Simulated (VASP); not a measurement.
Band structure of ZnO (relaxed from the CsCl structure, space group Pm-3m). Method: r2SCAN meta-GGA, VASP's PBE PAW potentials (set 64) (plane waves; VASP).

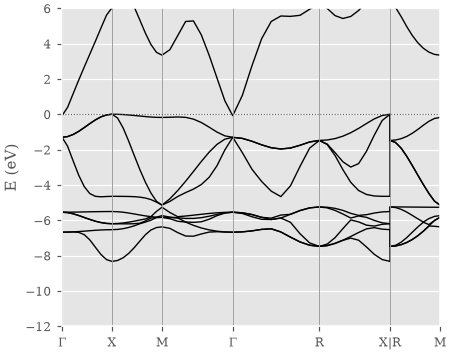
*Bands along high-symmetry lines, zero at the valence-band maximum or, without a gap, the Fermi level*

Read the plot: is there a gap, and where are the band edges?

It has no gap at this level: it comes out as a metal or semimetal.

The structure was generated: ZnO was put into the CsCl type (Pm-3m), which need not be its known phase. It was relaxed first, which changed the volume by +22 %.
